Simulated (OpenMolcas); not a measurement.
Single-point calculation, with input and output: S$_{2}$F$_{2}$

The run: single-point calculation of S$_{2}$F$_{2}$ (Thio-thionyl fluoride), multiplicity 3. Method and program: PBE/STO-3G, UKS (OpenMolcas 26.06).

The geometry is that of the parent species in another charge or spin state. The geometry comes from this level: PBE0-D4/def2-TZVP.

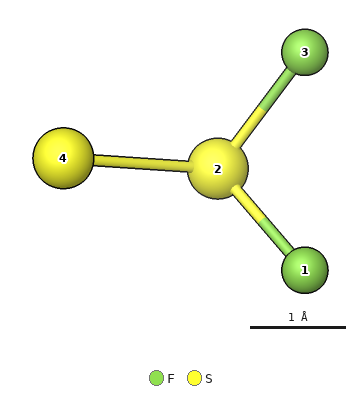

**Figure 1.** The structure as given in the input (ball-and-stick view, seen on its broad side; atoms are numbered from 1 in the order of the input). Bond lengths as drawn: F–S 1.61 Å and S–S 1.86 Å.

### Input file
```
* F2S2 Kohn-Sham DFT

&GATEWAY
  BasLib = $CurrDir
  Coord
  4
  angstrom
  F        0.734930       0.336790       1.199050
  S       -0.480890      -0.090070       0.240730
  F        0.313460      -1.382440      -0.286190
  S       -0.567510       1.135710      -1.153590
  Basis = STO-3G
  Group = NoSym

&SEWARD
  GridInput
  Grid=UltraFine
  End of Grid

&SCF
  UHF
  Spin = 3
  KSDFT = PBE
  Thresholds = 1e-10 1e-07 1e-07 1e-05
  PrOrbitals = 1 1
```

Machine: 1 thread of Intel Xeon (Sapphire Rapids), 64 GiB of memory available, shared host.

Command:
```bash
export MOLCAS_MEM=1860
pymolcas run.inp > run.log
```

### The program's output
```
--- Start Module: gateway ---

                                              &GATEWAY

                       available to each process: 1.9 GB of memory, 1 thread

 Basis Set     1 Label: F.STO-3G
 Basis set is read from library:.
 basistype.tbl is not found

 Basis Set     2 Label: S.STO-3G
 Basis set is read from library:.
 basistype.tbl is not found

 Basis Set     3 Label: F.STO-3G
 Basis set is read from library:.
 basistype.tbl is not found

 Basis Set     4 Label: S.STO-3G
 Basis set is read from library:.
 basistype.tbl is not found

++    Symmetry information:
      ---------------------

                    Character Table for C1

                             E
                    a        1  x, y, xy, Rz, z, xz, Ry, yz, Rx, I
--

++    Basis set information:
      ----------------------

      Basis set label: F.STO-3G.........

      Electronic valence basis set:
      ------------------
      Associated Effective Charge   9.000000 au
      Associated Actual Charge      9.000000 au
      Nuclear Model: Point charge

      Shell  nPrim  nBasis  Cartesian Spherical Contaminant
         s       6       2        X
         p       3       1        X

      Basis set label: S.STO-3G.........

      Electronic valence basis set:
      ------------------
      Associated Effective Charge  16.000000 au
      Associated Actual Charge     16.000000 au
      Nuclear Model: Point charge

      Shell  nPrim  nBasis  Cartesian Spherical Contaminant
         s       9       3        X
         p       6       2        X

      Basis set label: F.STO-3G.........

      Electronic valence basis set:
      ------------------
      Associated Effective Charge   9.000000 au
      Associated Actual Charge      9.000000 au
      Nuclear Model: Point charge

      Shell  nPrim  nBasis  Cartesian Spherical Contaminant
         s       6       2        X
         p       3       1        X

      Basis set label: S.STO-3G.........

      Electronic valence basis set:
      ------------------
      Associated Effective Charge  16.000000 au
      Associated Actual Charge     16.000000 au
      Nuclear Model: Point charge

      Shell  nPrim  nBasis  Cartesian Spherical Contaminant
         s       9       3        X
         p       6       2        X
--

++    Molecular structure info:
      -------------------------

                    ************************************************
                    **** Cartesian Coordinates / bohr, angstrom ****
                    ************************************************

     Center  Label                x              y              z                     x              y              z
        1      F1               1.388816       0.636441       2.265876              0.734930       0.336790       1.199050
        2      S2              -0.908750      -0.170208       0.454914             -0.480890      -0.090070       0.240730
        3      F3               0.592354      -2.612433      -0.540821              0.313460      -1.382440      -0.286190
        4      S4              -1.072438       2.146181      -2.179969             -0.567510       1.135710      -1.153590

                    ***************************************
                    *    InterNuclear Distances / bohr    *
                    ***************************************

               1 F1            2 S2            3 F3            4 S4
    1 F1       0.000000
    2 S2       3.034647        0.000000
    3 F3       4.366587        3.034677        0.000000
    4 S4       5.301191        3.512130        5.301202        0.000000

                    *******************************************
                    *    InterNuclear Distances / angstrom    *
                    *******************************************

               1 F1            2 S2            3 F3            4 S4
    1 F1       0.000000
    2 S2       1.605866        0.000000
    3 F3       2.310698        1.605882        0.000000
    4 S4       2.805270        1.858539        2.805275        0.000000
--

            Nuclear Potential Energy            240.67104165 au

--- Stop Module: gateway /rc=_RC_ALL_IS_WELL_ ---

--- Start Module: seward ---

                                              &SEWARD

                       available to each process: 1.9 GB of memory, 1 thread

               SEWARD will generate:
                  Multipole Moment integrals up to order  2
                  Kinetic Energy integrals
                  Nuclear Attraction integrals (point charge)
                  One-Electron Hamiltonian integrals
                  Velocity integrals
                  Orbital angular momentum around ( -0.2521   0.2515  -0.2195 )
                  Velocity quadrupole around ( -0.2521   0.2515  -0.2195 )
                  Two-Electron Repulsion integrals

                   Integrals are discarded if absolute value <: 1.00E-14
                   Integral cutoff threshold is set to       <: 1.00E-16

            Nuclear Potential Energy            240.67104165 au

      Basis set specifications :
      Symmetry species         a
      Basis functions           28

--- Stop Module: seward /rc=_RC_ALL_IS_WELL_ ---

--- Start Module: scf ---

                                                &SCF

                       available to each process: 1.9 GB of memory, 1 thread

++    Input section:
      --------------

      Header of the integral files:

      Cartesian coordinates in angstrom:
      -----------------------------------------------------
      No.  Label        X            Y            Z
      -----------------------------------------------------
       1   F1         0.73493000   0.33679000   1.19905000
       2   S2        -0.48089000  -0.09007000   0.24073000
       3   F3         0.31346000  -1.38244000  -0.28619000
       4   S4        -0.56751000   1.13571000  -1.15359000
      -----------------------------------------------------
      Nuclear repulsion energy =  240.67104165
--

++    Orbital specifications:
      -----------------------

      Symmetry species               1
                                     a
      Frozen orbitals                0
      Start temperature = 0.500
      End temperature   = 0.010
      Temperature Factor= 0.460
      Deleted orbitals               0
      Total number of orbitals      28
      Number of basis functions     28
--

      Molecular charge                           0.000

      Numerical integration parameters
      --------------------------------
      Radial quadrature type:                         MHL
      Size of radial grid:                            99
      Lebedev angular grid:                           41
      Angular grid pruned with the crowding factor:  1.00E+10
                                 and fading factor:  1.00E+01
      Screening threshold for integral computation:   1.00E-11
      Radial quadrature accuracy:                     1.00E-25
      Maximum batch size:                             128
      AO values are stored on disk
      The same grid will be used for all iterations.

      DFT functional specifications
      -----------------------------
      Using Libxc version: 6.2.2
      Please cite the following reference:
      S. Lehtola, C. Steigemann, M. J.T. Oliveira, and M. A.L. Marques.,  SoftwareX 7, 1–5 (2018) doi:10.1016/j.softx.2017.11.002

      * Perdew, Burke & Ernzerhof
        - J. P. Perdew, K. Burke, and M. Ernzerhof.,  Phys. Rev. Lett. 77, 3865 (1996) doi:10.1103/PhysRevLett.77.3865
        - J. P. Perdew, K. Burke, and M. Ernzerhof.,  Phys. Rev. Lett. 78, 1396 (1997) doi:10.1103/PhysRevLett.78.1396
      * Perdew, Burke & Ernzerhof
        - J. P. Perdew, K. Burke, and M. Ernzerhof.,  Phys. Rev. Lett. 77, 3865 (1996) doi:10.1103/PhysRevLett.77.3865
        - J. P. Perdew, K. Burke, and M. Ernzerhof.,  Phys. Rev. Lett. 78, 1396 (1997) doi:10.1103/PhysRevLett.78.1396

++    Optimization specifications:
      ----------------------------

      SCF Algorithm: Conventional USCF
      D(i)-D(i-1) density differences are used
      Number of density matrices in core                 5
      Maximum number of NDDO SCF iterations            400
      Maximum number of HF SCF iterations              400
      Threshold for SCF energy change             1.00E-10
      Threshold for density matrix                1.00E-07
      Threshold for Fock matrix                   1.00E-07
      Threshold for linear dependence             1.00E-09
      Threshold at which DIIS is turned on        1.50E-01
      Maximum depth in the DIIS procedure                5
      Maximum depth in the BFGS Hessian update          30
      Threshold at which QNR/C2DIIS is turned on  7.50E-02
      Threshold for Norm(delta) (QNR/C2DIIS)      1.00E-05
      All orbitals punched on: UHFORB
--

      Input vectors read from INPORB
      Orbital file label: *Guess orbitals

++ Convergence information
                               UHF PBE        iterations: Energy and convergence statistics

Iter     Tot. PBE        One-elec.       Two-elec.     Energy      Max Dij or  Max Fij      DNorm      TNorm      AccCon     Time
         Energy          Energy          Energy        Change      Delta Norm                                                in Sec.
   1  -981.869000762 -1926.334803734   703.794761319   0.00E+00    5.44E-02*   5.05E-01*    1.20E+01   1.59E+02   None         0.
   2  -982.591030907 -1924.628837337   701.366764776  -7.22E-01*   1.05E-01*   5.59E-02*    2.20E+00   1.59E+02   EDIIS        0.
   3  -983.101118952 -1923.286645465   699.514484860  -5.10E-01*   2.36E-01*   4.76E-02*    2.08E+00   1.59E+02   EDIIS        0.
   4  -983.203854002 -1924.129026398   700.254130742  -1.03E-01*   4.37E-01*   1.36E-01*    2.07E+00   1.59E+02   EDIIS        0.
   5  -982.602231605 -1921.605704478   698.332431220   6.02E-01*   2.10E-01*   8.78E-02*    3.86E+00   1.59E+02   EDIIS        0.
   6  -983.444913670 -1922.218019299   698.102063976  -8.43E-01*   5.88E-01*   5.50E-02*    2.46E+00   1.59E+02   EDIIS        0.
   7  -983.325376625 -1924.181215208   700.184796929   1.20E-01*   2.73E-01*   4.11E-02*    1.95E+00   1.59E+02   EDIIS        0.
   8  -983.466053839 -1923.117495259   698.980399766  -1.41E-01*   5.80E-01*   2.07E-02*    9.43E-01   1.59E+02   EDIIS        0.
   9  -983.436327695 -1922.186157671   698.078788323   2.97E-02*   1.11E-01*   1.30E-02*    1.21E+00   1.59E+02   EDIIS        0.
  10  -983.475520866 -1922.565372143   698.418809624  -3.92E-02*   9.44E-02*   8.99E-03*    3.27E-01   1.59E+02   EDIIS        0.
  11  -983.476065990 -1922.900891131   698.753783488  -5.45E-04*   1.55E-02*   4.61E-03*    2.05E-01   1.59E+02   EDIIS        0.

       Fermi aufbau procedure completed!
      nOcc(alpha)=   26
      nOcc(beta) =   24

  12  -983.477077926 -1922.731889176   698.583769597  -1.01E-03*   3.37E-02*   1.83E-03*    5.36E-02   1.59E+02   c2DIIS       0.
  13  -983.476936515 -1922.740211481   698.592233313   1.41E-04*   2.35E-01*   5.28E-03*    1.02E-01   1.59E+02   QNRc2DIIS    0.
  14  -983.472322027 -1922.781401048   698.638037368   4.61E-03*   2.05E-01*   2.44E-02*    5.26E-01   1.59E+02   QNRc2DIIS    0.
  15  -983.477109857 -1922.758927685   698.610776175  -4.79E-03*   7.64E-02*   1.50E-03*    4.63E-01   1.59E+02   QNRc2DIIS    0.
  16  -983.476806478 -1922.698390450   698.550542319   3.03E-04*   5.99E-02*   7.00E-03*    1.17E-01   1.59E+02   QNRc2DIIS    0.
  17  -983.477124421 -1922.747580476   698.599414402  -3.18E-04*   3.87E-03*   1.71E-04*    9.16E-02   1.59E+02   QNRc2DIIS    0.
  18  -983.477124119 -1922.748438236   698.600272463   3.02E-07*   2.29E-03*   2.83E-04*    8.65E-03   1.59E+02   QNRc2DIIS    0.
  19  -983.477124685 -1922.748741947   698.600575608  -5.66E-07*   5.62E-04*   9.37E-05*    4.85E-03   1.59E+02   QNRc2DIIS    0.
  20  -983.477124720 -1922.747670499   698.599504125  -3.51E-08*   1.67E-04*   3.47E-05*    9.87E-04   1.59E+02   QNRc2DIIS    0.
  21  -983.477124727 -1922.748012242   698.599845862  -6.72E-09*   2.27E-05*   1.29E-06*    3.07E-04   1.59E+02   QNRc2DIIS    0.
  22  -983.477124727 -1922.748002663   698.599836283  -2.43E-11    6.48E-06    7.74E-08     5.16E-05   1.59E+02   QNRc2DIIS    0.

       Convergence after  22 Iterations
--

 *****************************************************************************************************************************
 *                                             SCF/KS-DFT Program, Final results                                             *
 *                                                       Final Results                                                       *
 *****************************************************************************************************************************

::    Total KS-DFT energy                            -983.4771247272
      One-electron energy                           -1922.7480026634
      Two-electron energy                             698.5998362828
      Nuclear repulsion energy                        240.6710416533
      Kinetic energy (interpolated)                   971.8401858982
      Virial theorem                                    1.0119741280
      Total spin, S(S+1)                                2.0027646425
      Total spin, S                                     1.0009212646
      Max non-diagonal density matrix element           0.0000055850
      Max non-diagonal Fock matrix element              0.0000000252

      All orbitals with orbital energies smaller than  E(LUMO)+0.5 are printed

++    Molecular orbitals:
      -------------------

      Title: UKS-DFT orbitals (alpha)

      Molecular orbitals for symmetry species 1: a

          Orbital            1         2         3         4         5         6         7         8         9        10
          Energy          -87.0584  -86.8264  -23.8849  -23.8846   -7.4787   -7.2759   -5.4989   -5.4871   -5.4868   -5.3009
          Occ. No.          1.0000    1.0000    1.0000    1.0000    1.0000    1.0000    1.0000    1.0000    1.0000    1.0000

          Orbital           11        12        13        14        15        16        17        18        19        20
          Energy           -5.2889   -5.2730   -1.0274   -0.9607   -0.6906   -0.4690   -0.3410   -0.3170   -0.2894   -0.1516
          Occ. No.          1.0000    1.0000    1.0000    1.0000    1.0000    1.0000    1.0000    1.0000    1.0000    1.0000

          Orbital           21        22        23        24        25        26        27        28
          Energy           -0.1441   -0.1308   -0.1195   -0.0979   -0.0940    0.1083    0.1587    0.1953
          Occ. No.          1.0000    1.0000    1.0000    1.0000    1.0000    1.0000    0.0000    0.0000

--

      All orbitals with orbital energies smaller than  E(LUMO)+0.5 are printed

++    Molecular orbitals:
      -------------------

      Title: UKS-DFT orbitals (beta)

      Molecular orbitals for symmetry species 1: a

          Orbital            1         2         3         4         5         6         7         8         9        10
          Energy          -87.0545  -86.8228  -23.8780  -23.8777   -7.4737   -7.2711   -5.4961   -5.4829   -5.4756   -5.2969
          Occ. No.          1.0000    1.0000    1.0000    1.0000    1.0000    1.0000    1.0000    1.0000    1.0000    1.0000

          Orbital           11        12        13        14        15        16        17        18        19        20
          Energy           -5.2792   -5.2689   -1.0065   -0.9372   -0.6690   -0.4429   -0.3050   -0.2955   -0.2693   -0.1307
          Occ. No.          1.0000    1.0000    1.0000    1.0000    1.0000    1.0000    1.0000    1.0000    1.0000    1.0000

          Orbital           21        22        23        24        25        26        27        28
          Energy           -0.1268   -0.1199   -0.0952   -0.0737   -0.0533    0.1588    0.1840    0.2179
          Occ. No.          1.0000    1.0000    1.0000    1.0000    0.0000    0.0000    0.0000    0.0000

--

++    Molecular charges:
      ------------------

      Mulliken charges per centre and basis function type
      ---------------------------------------------------

                            F1                      S2                      F3                      S4
                     alpha        beta       alpha        beta       alpha        beta       alpha        beta
      1s           1.9929      1.9882      2.9084      2.8569      1.9929      1.9882      2.9804      2.9769
      2px          0.9283      0.6428      1.6356      1.6040      0.9870      0.7711      1.9488      1.3865
      2pz          0.8739      0.8463      1.7825      1.5356      0.9375      0.9078      1.7091      1.5992
      2py          0.9409      0.9378      1.7979      1.4984      0.8187      0.7479      1.7650      1.7123
      Total        4.7360      4.4150      8.1244      7.4950      4.7361      4.4150      8.4035      7.6750
      Total              9.1511                 15.6194                  9.1511                 16.0785

      Charge           -0.1511                  0.3806                 -0.1511                 -0.0785

      Total electronic charge=   50.000000

      Total            charge=   -0.000000
--

++    Molecular orbitals:
      -------------------

      Title: Natural orbitals

      Molecular orbitals for symmetry species 1: a

          Orbital            1         2         3         4         5         6         7         8         9        10
          Energy          -87.0564  -86.8246  -23.8813  -23.8812   -7.4757   -7.2729   -5.4967   -5.4813   -5.4844   -5.2969
          Occ. No.          2.0000    2.0000    2.0000    2.0000    2.0000    2.0000    2.0000    2.0000    2.0000    2.0000

          Orbital           11        12        13        14        15        16        17        18        19        20
          Energy           -5.2844   -5.2710   -0.9988   -0.9489   -0.6772   -0.4142   -0.3229   -0.2906   -0.1631   -0.1353
          Occ. No.          2.0000    2.0000    2.0000    2.0000    2.0000    2.0000    2.0000    2.0000    2.0000    2.0000

          Orbital           21        22        23        24        25        26        27        28
          Energy           -0.1253   -0.0840   -0.2762   -0.1689   -0.0770    0.1333    0.1805    0.1971
          Occ. No.          2.0000    2.0000    1.9999    1.9987    1.0000    1.0000    0.0013    0.0001

--

++    Molecular properties:
      ---------------------

      Charge (e):
                      =   -0.0000
      Dipole Moment (debye):
      Origin of the operator (angstrom)=   -0.1334    0.1331   -0.1162
                   X= -1.4910E-01               Y= -4.1916E-01               Z=  5.2758E-01           Total=  6.9012E-01
      Quadrupole Moment (debye*angstrom):
      Origin of the operator (angstrom)=   -0.1334    0.1331   -0.1162
                  XX= -2.9439E+01              XY=  4.9591E-01              XZ= -1.1516E+00              YY= -3.1547E+01
                  YZ= -5.6903E-02              ZZ= -3.1082E+01
      In traceless form (debye*angstrom)
                  XX=  1.8751E+00              XY=  7.4387E-01              XZ= -1.7274E+00              YY= -1.2865E+00
                  YZ= -8.5355E-02              ZZ= -5.8865E-01
--

--- Stop Module: scf /rc=_RC_ALL_IS_WELL_ ---
--- Module scf spent 5 seconds ---

.##################.
.# Happy landing! #.
.##################.

    Timing: Wall=6.49 User=5.40 System=1.03
```

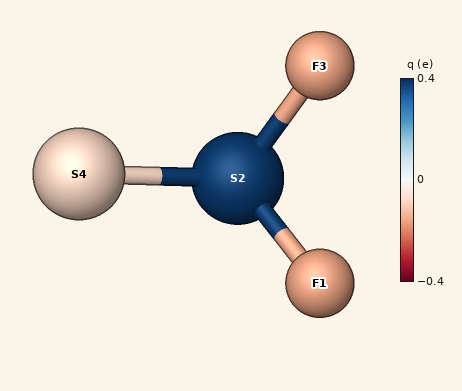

**Figure 2.** Mulliken charges, as the colour of each atom (ball-and-stick view, seen on its broad side; atoms are numbered from 1 in the order of the input). By element: F −0.15 and S −0.08 to +0.38 e.

### Summary

```json
{"quantity": "outcome", "value": "converged"}
{"quantity": "total energy", "value": "−983.477125 hartree"}
{"quantity": "basis functions", "value": "28"}
{"quantity": "⟨S²⟩", "value": "2.003"}
{"quantity": "dipole moment", "value": "0.69 debye"}
{"quantity": "wall time", "value": "6.9 s"}
{"quantity": "peak memory", "value": "0.37 GiB"}
```
